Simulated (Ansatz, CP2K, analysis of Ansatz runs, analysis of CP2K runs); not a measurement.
# Al5AgS8 (F-43m):V_S (site 1), a ladder of methods on one cell (CP2K and Ansatz), part 3 of 5

We place the charge-transition levels of V_S (site 1) in Al5AgS8 (F-43m) with atom-centred orbitals, then repeat the energies at other levels of method to see what holds. Model: a cell of 56 host atoms with 1 S taken out.

CP2K and Ansatz ; CP2K Gaussian and plane waves DFT, PBEsol, SR-DZVP basis, GTH potentials; charged supercells in a uniform background, point-charge correction with alignment at far sites.

So far. Step 3 (Band edges): The gap at this level is 1.46 eV. Step 4 (Relaxing each charge state): Against the host's sites the lattice moves most at charge +2 (1.60 Å); the smallest move among the states is 0.27 Å.

## Step 5: Corrections and levels

A charged cell interacts with its images and the background. The point-charge term, screened by the static dielectric constant, takes that out, and the potential far from the defect is aligned with the host's. Chemical potentials: Ag (fcc), Al (fcc) and S (S12 rings, Pnnm; not the stable S8 form), run alike.

By state, in eV; the first energy still holds the atoms taken out or put in:

| charge | moment (μB) | energy over the host, electrons at the valence top | point-charge term | potential shift at far sites | its spread | correction |
| --- | --- | --- | --- | --- | --- | --- |
| −1 | 1 | 281.668 | 0.177 | -0.066 | 0.081 | 0.243 |
| 0 | 0 | 280.164 | 0.000 | - | - | 0.000 |
| +1 | 1 | 279.923 | 0.177 | -0.192 | 0.021 | -0.015 |
| +2 | 0 | 278.836 | 0.707 | -0.327 | 0.177 | 0.053 |

Potentials at atomic sites for charge −1, some of the atoms; distances and the model charge refer to the site on which the defect was built:

| atom | distance from that site (Å) | potential less the host's (eV) | point-charge model (eV) |
| --- | --- | --- | --- |
| Al20 | 1.976 | 1.355 | 0.291 |
| S55 | 3.258 | -0.389 | 0.058 |
| S36 | 3.541 | -0.248 | 0.031 |
| S50 | 3.807 | 0.084 | 0.011 |
| Al6 | 4.352 | -0.060 | -0.025 |
| S31 | 4.942 | -0.276 | -0.012 |
| Al10 | 5.555 | -0.165 | -0.045 |
| S37 | 5.960 | -0.120 | -0.065 |
| S34 | 6.025 | -0.238 | -0.067 |
| S54 | 6.166 | -0.163 | -0.066 |
| S46 | 7.077 | -0.062 | -0.073 |

Over the charge states the far sites scatter by a standard deviation of up to 0.18 eV about the model, a measure of how poorly the alignment is known.

Chemical potentials of the elements' reference phases in the same program. Formation energies (elemental references), with the Fermi level at the valence top and at the conduction bottom (gap 1.46 eV):

| charge | at valence top (eV) | at conduction bottom (eV) | correction included (eV) |
| --- | --- | --- | --- |
| +2 | 1.89 | 4.81 | 0.05 |
| +1 | 2.90 | 4.37 | -0.02 |
| 0 | 3.16 | 3.16 | 0.00 |
| −1 | 4.91 | 3.44 | 0.24 |

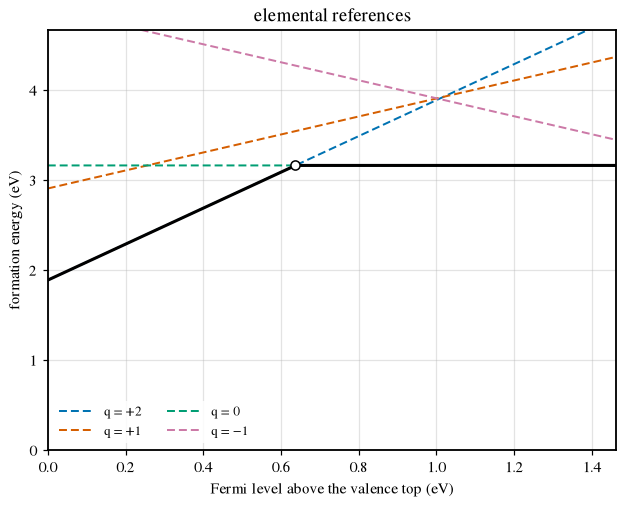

Formation energy against Fermi level; the thick line follows the lowest charge state and circles mark the transition levels.

So at this level: (+2/+1) at 1.02 eV (1.09 without the correction), (+1/0) at 0.26 eV (0.24 without the correction) and (0/−1) at 1.75 eV (1.50 without the correction), in a gap of 1.46 eV. (0/−1) lies outside the gap, so the charge beyond is not the lowest at any Fermi level in the gap, within the error of the correction. Charge +1 is not the lowest at any Fermi level, so the levels next to it are not crossed: the charge changes at (+2/0), 0.64 eV. At charge −1, 13 % of the majority spin lies within 4 Å of the centre, against 20 % for an even spread, which points to a carrier spread as in a band; the levels next to it are then no levels of a bound state. At the zone centre alone a defect band is sampled at one point, which in cells of this size can move these levels by tenths of an eV or more.

## Step 6: CP2K, HSEsol, UZH-DZVP, ADMM, without orbitals at the vacancy, Γ

PBEsol makes the gap too small and spreads bound carriers. HSEsol mixes in exact exchange, which the auxiliary density matrix method (ADMM) makes affordable here, with the basis and potentials made for hybrids (UZH-DZVP); a short PBE run supplies the starting orbitals and screens the integrals. The structures are kept, so only the electrons respond.

defect.inp reads:

```
&GLOBAL
  PROJECT defect
  RUN_TYPE ENERGY
  PRINT_LEVEL LOW
&END GLOBAL
&FORCE_EVAL
  METHOD QS
  &DFT
    BASIS_SET_FILE_NAME BASIS_MOLOPT_UZH
    BASIS_SET_FILE_NAME BASIS_ADMM_UZH
    POTENTIAL_FILE_NAME POTENTIAL_UZH
    UKS T
    MULTIPLICITY 2
    CHARGE 1
    &AUXILIARY_DENSITY_MATRIX_METHOD
      ADMM_TYPE ADMM2
      EXCH_CORRECTION_FUNC PBEX
    &END AUXILIARY_DENSITY_MATRIX_METHOD
    WFN_RESTART_FILE_NAME start-RESTART.wfn
    &MGRID
      CUTOFF 500
      REL_CUTOFF 45
      NGRIDS 5
    &END MGRID
    &QS
      METHOD GPW
      MIN_PAIR_LIST_RADIUS -1
      EPS_DEFAULT 1.0E-10
    &END QS
    &SCF
      SCF_GUESS RESTART
      EPS_SCF 1.0E-6
      MAX_SCF 16
      &OT ON
        MINIMIZER DIIS
        PRECONDITIONER FULL_SINGLE_INVERSE
        ENERGY_GAP 0.001
      &END OT
      &OUTER_SCF ON
        EPS_SCF 1.0E-6
        MAX_SCF 12
      &END OUTER_SCF
    &END SCF
    &XC
      &XC_FUNCTIONAL
        &HYB_GGA_XC_HSE_SOL
        &END HYB_GGA_XC_HSE_SOL
      &END XC_FUNCTIONAL
      &HF
        FRACTION 0.25
        &SCREENING
          EPS_SCHWARZ 1.0E-6
          SCREEN_ON_INITIAL_P T
        &END SCREENING
        &MEMORY
          MAX_MEMORY 1265
        &END MEMORY
        &INTERACTION_POTENTIAL
          POTENTIAL_TYPE SHORTRANGE
          OMEGA 0.11
        &END INTERACTION_POTENTIAL
      &END HF
    &END XC
    &PRINT
      &MULLIKEN ON
        &EACH
          QS_SCF 0
          GEO_OPT 0
          CELL_OPT 0
          MD 0
        &END EACH
        ADD_LAST NUMERIC
      &END MULLIKEN
      &MO_CUBES ON
        NHOMO 8
        NLUMO 5
        WRITE_CUBE F
        &EACH
          QS_SCF 0
          GEO_OPT 0
          CELL_OPT 0
          MD 0
        &END EACH
        ADD_LAST NUMERIC
      &END MO_CUBES
      &E_DENSITY_CUBE ON
        STRIDE 2 2 2
        &EACH
          QS_SCF 0
          GEO_OPT 0
          CELL_OPT 0
          MD 0
        &END EACH
        ADD_LAST NUMERIC
      &END E_DENSITY_CUBE
      &V_HARTREE_CUBE ON
        STRIDE 2 2 2
        &EACH
          QS_SCF 0
          GEO_OPT 0
          CELL_OPT 0
          MD 0
        &END EACH
        ADD_LAST NUMERIC
      &END V_HARTREE_CUBE
    &END PRINT
  &END DFT
  &SUBSYS
    &CELL
      A 10.0719001295 0.0000000000 0.0000000000
      B 0.0000000000 10.0719001295 0.0000000000
      C 0.0000000000 0.0000000000 10.0719001295
      PERIODIC XYZ
    &END CELL
    &COORD
      Al  1.1985800000 3.8041620000 6.2238970000
      Al  1.2040380000 8.8721120000 1.1974140000
[... 1 atom line left out ...]
      Al  6.2680220000 9.1229800000 6.2606380000
[... 7 atom lines left out ...]
      Al  9.1216940000 6.2534120000 6.2647880000
[... 3 atom lines left out ...]
      Al  6.2589370000 6.2695300000 9.1208870000
[... 3 atom lines left out ...]
      Al  4.9687530000 4.9670350000 4.9683520000
[... 23 atom lines left out ...]
      S   8.6840820000 6.3678780000 8.6829870000
[... 10 atom lines left out ...]
      S   8.6867090000 8.6801170000 6.3672680000
    &END COORD
    &KIND Al
      BASIS_SET DZVP-MOLOPT-PBE0-GTH-q3
      POTENTIAL GTH-PBE0-q3
      BASIS_SET AUX_FIT admm-dz-q3
    &END KIND
    &KIND Ag
      BASIS_SET DZVP-MOLOPT-PBE0-GTH-q11
      POTENTIAL GTH-PBE0-q11
      BASIS_SET AUX_FIT admm-dz-q11
    &END KIND
    &KIND S
      BASIS_SET DZVP-MOLOPT-PBE0-GTH-q6
      POTENTIAL GTH-PBE0-q6
      BASIS_SET AUX_FIT admm-dz-q6
    &END KIND
    &PRINT
      &ATOMIC_COORDINATES ON
      &END ATOMIC_COORDINATES
      &CELL ON
      &END CELL
    &END PRINT
  &END SUBSYS
  &PRINT
    &FORCES ON
    &END FORCES
  &END PRINT
&END FORCE_EVAL
```

start.inp reads:

```
&GLOBAL
  PROJECT start
  RUN_TYPE ENERGY
  PRINT_LEVEL LOW
&END GLOBAL
&FORCE_EVAL
  METHOD QS
  &DFT
    BASIS_SET_FILE_NAME BASIS_MOLOPT_UZH
    BASIS_SET_FILE_NAME BASIS_ADMM_UZH
    POTENTIAL_FILE_NAME POTENTIAL_UZH
    UKS T
    MULTIPLICITY 2
    CHARGE 1
    &MGRID
      CUTOFF 500
      REL_CUTOFF 45
      NGRIDS 5
    &END MGRID
    &QS
      METHOD GPW
      EPS_DEFAULT 1.0E-10
    &END QS
    &SCF
      SCF_GUESS ATOMIC
      EPS_SCF 1.0E-4
      MAX_SCF 16
      &OT ON
        MINIMIZER DIIS
        PRECONDITIONER FULL_ALL
        ENERGY_GAP 0.001
      &END OT
      &OUTER_SCF ON
        EPS_SCF 1.0E-4
        MAX_SCF 12
      &END OUTER_SCF
    &END SCF
    &XC
      &XC_FUNCTIONAL PBE
      &END XC_FUNCTIONAL
    &END XC
    &PRINT
      &MULLIKEN ON
        &EACH
          QS_SCF 0
          GEO_OPT 0
          CELL_OPT 0
          MD 0
        &END EACH
        ADD_LAST NUMERIC
      &END MULLIKEN
      &MO_CUBES ON
        NHOMO 8
        NLUMO 5
        WRITE_CUBE F
        &EACH
          QS_SCF 0
          GEO_OPT 0
          CELL_OPT 0
          MD 0
        &END EACH
        ADD_LAST NUMERIC
      &END MO_CUBES
    &END PRINT
  &END DFT
  &SUBSYS
    &CELL
      A 10.0719001295 0.0000000000 0.0000000000
      B 0.0000000000 10.0719001295 0.0000000000
      C 0.0000000000 0.0000000000 10.0719001295
      PERIODIC XYZ
    &END CELL
    &COORD
      Al  1.1985800000 3.8041620000 6.2238970000
      Al  1.2040380000 8.8721120000 1.1974140000
[... 1 atom line left out ...]
      Al  6.2680220000 9.1229800000 6.2606380000
[... 7 atom lines left out ...]
      Al  9.1216940000 6.2534120000 6.2647880000
[... 3 atom lines left out ...]
      Al  6.2589370000 6.2695300000 9.1208870000
[... 3 atom lines left out ...]
      Al  4.9687530000 4.9670350000 4.9683520000
[... 23 atom lines left out ...]
      S   8.6840820000 6.3678780000 8.6829870000
[... 10 atom lines left out ...]
      S   8.6867090000 8.6801170000 6.3672680000
    &END COORD
    &KIND Al
      BASIS_SET DZVP-MOLOPT-PBE0-GTH-q3
      POTENTIAL GTH-PBE0-q3
    &END KIND
    &KIND Ag
      BASIS_SET DZVP-MOLOPT-PBE0-GTH-q11
      POTENTIAL GTH-PBE0-q11
    &END KIND
    &KIND S
      BASIS_SET DZVP-MOLOPT-PBE0-GTH-q6
      POTENTIAL GTH-PBE0-q6
    &END KIND
    &PRINT
      &ATOMIC_COORDINATES ON
      &END ATOMIC_COORDINATES
      &CELL ON
      &END CELL
    &END PRINT
  &END SUBSYS
  &PRINT
    &FORCES ON
    &END FORCES
  &END PRINT
&END FORCE_EVAL
```

Command:

```bash
OMP_NUM_THREADS=1 cp2k.psmp -i start.inp -o start.out
OMP_NUM_THREADS=1 cp2k.psmp -i defect.inp -o defect.out
```

Numbers of over 12 decimals in the logs are rounded to 6 here.

The log of the run:

```text
CP2K| version string:                                       CP2K version 2026.2
 CP2K| Input file name                                                defect.inp

[...]
GLOBAL| Basis set file name                                    BASIS_MOLOPT_UZH
 GLOBAL| Potential file name                                       POTENTIAL_UZH
[...]
GLOBAL| Project name                                                     defect
 GLOBAL| Run type                                                         ENERGY
[...]
GLOBAL| Total number of message passing processes                             1
 GLOBAL| Number of threads for this process                                    1
[...]
CELL| Volume [angstrom^3]:                                          1021.725499
 CELL| Vector a [angstrom]:      10.072     0.000     0.000   |a| =    10.071900
 CELL| Vector b [angstrom]:       0.000    10.072     0.000   |b| =    10.071900
 CELL| Vector c [angstrom]:       0.000     0.000    10.072   |c| =    10.071900
 CELL| Angle (b,c), alpha [degree]:                                    90.000000
 CELL| Angle (a,c), beta  [degree]:                                    90.000000
 CELL| Angle (a,b), gamma [degree]:                                    90.000000
 CELL| Numerically orthorhombic:                                             YES
 CELL| Periodicity                                                           XYZ

[...]
TOTAL NUMBERS AND MAXIMUM NUMBERS

  Total number of            - Atomic kinds:                                   3
                             - Atoms:                                         55
                             - Shell sets:                                    55
[...]
Mulliken Population Analysis

 #  Atom  Element  Kind  Atomic population (alpha,beta) Net charge  Spin moment
       1     Al       1         1.193952     1.181075     0.624973     0.012876
       2     Al       1         1.179332     1.177637     0.643031     0.001695
       3     Al       1         1.192670     1.179816     0.627514     0.012853
[...]
54     S        3         3.258216     3.258141    -0.516358     0.000075
      55     S        3         3.276761     3.282643    -0.559404    -0.005882
 # Total charge and spin      145.000000   144.000000     1.000000     1.000000

 !-----------------------------------------------------------------------------!

  Eigenvalues of the occupied subspace spin            1
 ---------------------------------------------
      -0.41898020     -0.39154920     -0.39152411     -0.39085426
      -0.38697473     -0.38687799     -0.38565911     -0.36160649
      -0.35943497     -0.35929920     -0.35372634     -0.35092614
[...]
0.17808786
 Fermi Energy [eV] :    4.846017

  Eigenvalues of the occupied subspace spin            2
 ---------------------------------------------
[...]
Fermi Energy [eV] :    4.473316

  Using OT eigensolver for additional unoccupied orbitals spin            1
  Lowest Eigenvalues of the unoccupied subspace spin            1
 -----------------------------------------------------
 OT| Eigensolver reached convergence in 67 iterations
       0.24911642      0.25641573      0.25649693      0.26510233
       0.28208711

  Using OT eigensolver for additional unoccupied orbitals spin            2
  Lowest Eigenvalues of the unoccupied subspace spin            2
 -----------------------------------------------------
 OT| Eigensolver reached convergence in 77 iterations
       0.22615504      0.24963683      0.25796441      0.25805762
       0.28576345

 HOMO - LUMO gap [eV] :    1.932785
 HOMO - LUMO gap [eV] :    1.680676

 ENERGY| Total FORCE_EVAL ( QS ) energy [hartree]           -509.251511
[key lines of the parts left out:]
Total energy:                                              -509.251511
```

Wall time 53 min (1 thread of Arm Neoverse V1, shared host); peak memory 2.4 GiB.

By state, in eV; the first energy still holds the atoms taken out or put in:

| charge | moment (μB) | energy over the host, electrons at the valence top | point-charge term | potential shift at far sites | its spread | correction |
| --- | --- | --- | --- | --- | --- | --- |
| −1 | 1 | 282.683 | 0.177 | -0.066 | 0.084 | 0.243 |
| 0 | 0 | 280.571 | 0.000 | - | - | 0.000 |
| +1 | 1 | 279.763 | 0.177 | -0.186 | 0.021 | -0.009 |
| +2 | 0 | 278.198 | 0.707 | -0.325 | 0.206 | 0.057 |

Against the first level the gap goes from 1.46 to 2.22 eV, and the level that moves most, (0/−1), from 1.75 to 2.36 eV; counted from the conduction bottom it moves by 0.14 eV, so it follows the conduction band more closely, by this count alone (no common zero is set between the two levels of method). Charge +1 is not the lowest at any Fermi level, so the levels next to it are not crossed: the charge changes at (+2/0), 1.16 eV. At charge −1, 12 % of the majority spin lies within 4 Å of the centre, against 20 % for an even spread, which points to a carrier spread as in a band; the levels next to it are then no levels of a bound state.

(Part 3 of 5 ends here.)

[Logs are printed without paths, hosts, clocks, repeated set-up lines and the standing remarks that a program may print on its own settings, such as how far it seeks lower states.]

[Hosts, paths, dates, database ids (printed as entryN), source tags and the programs' standing remarks are cut or masked in the printed files.]

[For some hosts the program warned that the k-mesh of the response run may be too coarse for force constants and the static dielectric constant; such warnings are not shown here.]

[Charge tables in the logs are Mulliken or Hirshfeld populations, whose sizes and signs can differ; where basis functions stand at a vacancy, SIESTA counts their charge against the missing atom's valence.]

[In relaxation paths of CP2K, step 0 can be the structure after the first move, since the trajectory file begins there, and the last row can be the final structure solved once more.]
